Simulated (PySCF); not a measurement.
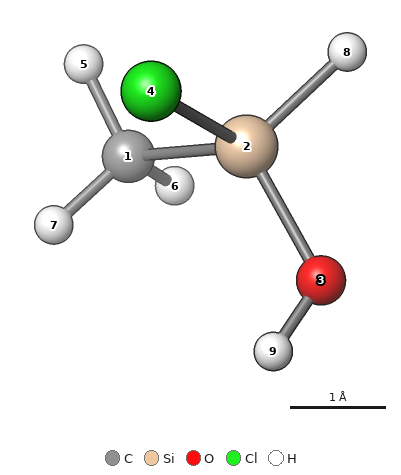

*The structure (ball-and-stick view, seen at a tilt; atoms are numbered from 1 in the order of the input).*

## Energy and gradient calculation of CH5ClOSi

System: CH5ClOSi.
Method: PBE0/6-311+G**, RKS (PySCF 2.14.0).

The geometry comes from this level: PBE0-D4/def2-TZVP. Figures and captions count atoms from 1; the log counts them from 0 in places.

What the program printed
```
converged SCF energy = -865.788421915676
Final energy -865.7884219156756
--------------- RKS gradients ---------------
         x                y                z
0 C    -0.0004929448    -0.0002535016     0.0005031369
1 Si     0.0091180110     0.0001656705    -0.0000131119
2 O    -0.0080674330    -0.0015608201    -0.0023486471
3 Cl    -0.0010993485     0.0024649016     0.0030680944
4 H     0.0007196620    -0.0001697344     0.0004530765
5 H     0.0001989417    -0.0005575157    -0.0004174729
6 H    -0.0001766868    -0.0007835479     0.0005445905
7 H     0.0001968186     0.0005781630     0.0000085723
8 H    -0.0003986017     0.0001196425    -0.0017972549
----------------------------------------------
Dipole moment(X, Y, Z, Debye): -0.01198,  2.16217, -0.16686
 ** Mulliken pop  **
pop of  0 C 1s            1.10377
pop of  0 C 2s            0.88563
pop of  0 C 3s            0.72665
pop of  0 C 4s            0.59375
pop of  0 C 5s            0.09753
pop of  0 C 2px           0.21150
pop of  0 C 2py           0.21551
pop of  0 C 2pz           0.21201
pop of  0 C 3px           0.52291
pop of  0 C 3py           0.53645
pop of  0 C 3pz           0.52457
pop of  0 C 4px           0.37305
pop of  0 C 4py           0.38288
pop of  0 C 4pz           0.37996
pop of  0 C 5px           0.01255
pop of  0 C 5py           0.00198
pop of  0 C 5pz           0.01556
pop of  0 C 3dxy          0.00403
pop of  0 C 3dyz          0.00720
pop of  0 C 3dz^2         0.00187
pop of  0 C 3dxz          0.00875
pop of  0 C 3dx2-y2       0.00405
pop of  1 Si 1s           0.78771
pop of  1 Si 2s           1.18206
pop of  1 Si 3s           0.95066
pop of  1 Si 4s           1.03298
pop of  1 Si 5s           0.81875
pop of  1 Si 6s           0.33192
pop of  1 Si 7s           0.06001
pop of  1 Si 2px          0.65700
pop of  1 Si 2py          0.65763
pop of  1 Si 2pz          0.65528
pop of  1 Si 3px          1.30121
pop of  1 Si 3py          1.30094
pop of  1 Si 3pz          1.30196
pop of  1 Si 4px          0.21668
pop of  1 Si 4py          0.22075
pop of  1 Si 4pz          0.20248
pop of  1 Si 5px          0.36841
pop of  1 Si 5py          0.44548
pop of  1 Si 5pz          0.37880
pop of  1 Si 6px          0.02938
pop of  1 Si 6py         -0.01665
pop of  1 Si 6pz          0.03488
pop of  1 Si 7px          0.02569
pop of  1 Si 7py          0.01241
pop of  1 Si 7pz          0.03150
pop of  1 Si 3dxy         0.06366
pop of  1 Si 3dyz         0.07247
pop of  1 Si 3dz^2        0.04284
pop of  1 Si 3dxz         0.07897
pop of  1 Si 3dx2-y2      0.05333
pop of  2 O 1s            1.08448
pop of  2 O 2s            0.90898
pop of  2 O 3s            0.98621
pop of  2 O 4s            0.83902
pop of  2 O 5s           -0.14228
pop of  2 O 2px           0.28539
pop of  2 O 2py           0.35178
pop of  2 O 2pz           0.33218
pop of  2 O 3px           0.64215
pop of  2 O 3py           0.74279
pop of  2 O 3pz           0.71309
pop of  2 O 4px           0.40674
pop of  2 O 4py           0.64834
pop of  2 O 4pz           0.58737
pop of  2 O 5px          -0.00470
pop of  2 O 5py           0.05144
pop of  2 O 5pz           0.02643
pop of  2 O 3dxy          0.00096
pop of  2 O 3dyz          0.00142
pop of  2 O 3dz^2         0.00121
pop of  2 O 3dxz          0.00369
pop of  2 O 3dx2-y2       0.00079
pop of  3 Cl 1s           0.77756
pop of  3 Cl 2s           1.18738
pop of  3 Cl 3s           0.89477
pop of  3 Cl 4s           1.08834
pop of  3 Cl 5s           0.99467
pop of  3 Cl 6s           1.05826
pop of  3 Cl 7s          -0.08321
pop of  3 Cl 2px          2.47510
pop of  3 Cl 2py          2.47198
pop of  3 Cl 2pz          2.46831
pop of  3 Cl 3px         -0.50501
pop of  3 Cl 3py         -0.50302
pop of  3 Cl 3pz         -0.50058
pop of  3 Cl 4px          0.36780
pop of  3 Cl 4py          0.35621
pop of  3 Cl 4pz          0.34134
pop of  3 Cl 5px          1.05594
pop of  3 Cl 5py          1.01633
pop of  3 Cl 5pz          0.97843
pop of  3 Cl 6px          0.53764
pop of  3 Cl 6py          0.45014
pop of  3 Cl 6pz          0.38676
pop of  3 Cl 7px         -0.05562
pop of  3 Cl 7py         -0.04611
pop of  3 Cl 7pz         -0.02838
pop of  3 Cl 3dxy         0.00139
pop of  3 Cl 3dyz         0.00675
pop of  3 Cl 3dz^2        0.00348
pop of  3 Cl 3dxz         0.00232
pop of  3 Cl 3dx2-y2      0.00156
pop of  4 H 1s            0.26338
pop of  4 H 2s            0.46635
pop of  4 H 3s            0.04761
pop of  4 H 2px           0.01069
pop of  4 H 2py           0.00652
pop of  4 H 2pz           0.00760
pop of  5 H 1s            0.26344
pop of  5 H 2s            0.46721
pop of  5 H 3s            0.04633
pop of  5 H 2px           0.00559
pop of  5 H 2py           0.00935
pop of  5 H 2pz           0.00994
pop of  6 H 1s            0.26346
pop of  6 H 2s            0.46998
pop of  6 H 3s            0.04196
pop of  6 H 2px           0.00904
pop of  6 H 2py           0.00773
pop of  6 H 2pz           0.00819
pop of  7 H 1s            0.24720
pop of  7 H 2s            0.58622
pop of  7 H 3s            0.24224
pop of  7 H 2px           0.00417
pop of  7 H 2py           0.00281
pop of  7 H 2pz           0.00325
pop of  8 H 1s            0.26446
pop of  8 H 2s            0.33780
pop of  8 H 3s            0.04896
pop of  8 H 2px           0.02551
pop of  8 H 2py           0.02125
pop of  8 H 2pz           0.02242
 ** Mulliken atomic charges  **
charge of    0C =     -0.82216
charge of    1Si =      0.70081
charge of    2O =     -0.46747
charge of    3Cl =     -0.20051
charge of    4H =      0.19784
charge of    5H =      0.19813
charge of    6H =      0.19964
charge of    7H =     -0.08589
charge of    8H =      0.27961
```

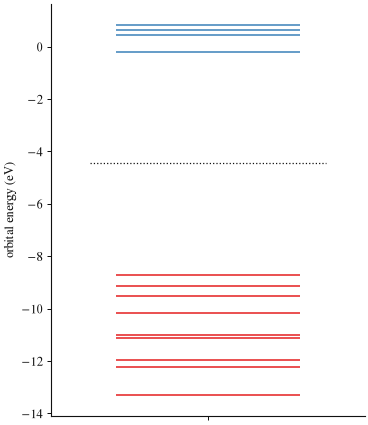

*Orbital energies near the frontier; the dotted line parts filled from empty levels, and levels within 0.02 eV of each other stand side by side.*

Highest filled −8.71 eV, lowest empty −0.20 eV, 8.51 eV apart.

The run was set up as follows.

The input (input.py)
```python
# C[SiH](O)Cl
from pyscf import gto, dft

molecule = gto.M(
    atom='''
C     -0.641500     0.901700    -0.409300
Si     0.027400    -0.687800     0.266100
O      1.352500    -0.484900     1.204600
Cl     0.486800    -1.901400    -1.341000
H     -1.541000     0.716400    -1.000900
H     -0.897100     1.581200     0.407800
H      0.090600     1.394200    -1.054100
H     -0.945300    -1.408100     1.111900
H      2.156100    -0.157700     0.797700
''',
    max_memory=1860,
    basis='6-311+g**',
    verbose=3,
)

calc0 = dft.RKS(molecule, xc='pbe0')
calc0.grids.level = 5
calc0.conv_tol = 1e-10
calc0.kernel()
if not calc0.converged:
    calc0 = calc0.newton().run(calc0.mo_coeff, calc0.mo_occ)

etot = calc0.e_tot
print('Final energy', etot)
grad = calc0.nuc_grad_method().kernel()
dip = calc0.dip_moment()
pop, q = calc0.mulliken_pop()
```

Launched with:
```bash
OMP_NUM_THREADS=1 python input.py
```

Results in brief

- outcome: converged
- total energy: −865.788422 hartree
- basis functions: 134
- largest force: 0.469 eV/Å
- HOMO: −8.71 eV
- LUMO: −0.19 eV
- dipole moment: 2.17 D
- hardware: 1 thread of Intel Xeon (Sapphire Rapids), 16 GiB of memory available, shared host
- wall time: 41 s
- peak memory: 1.5 GiB
